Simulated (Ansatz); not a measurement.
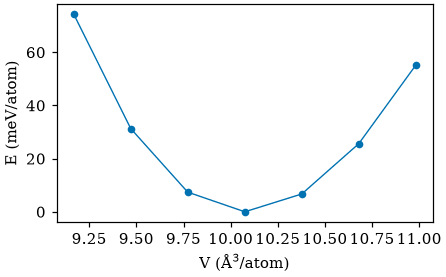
Fig. 1. ZrB2 in space group P6/mmm (No. 191; Zr on 1a, B on 2d) under volume change, DFT-PBEsol in the program Ansatz with PAW potentials, shape and atoms relaxed at each volume.

Problem. What does a third-order Birch–Murnaghan fit give for V₀, B₀ and B′?

Solution. V₀ = 10.08 Å³/atom, B₀ = 250 GPa, B′ = 3.9.

The PBEsol relaxation kept the symmetry of its start; of distortions, only those at the zone centre were tested. The run is not spin-polarised.

Potentials: the later of the program's two PAW sets.
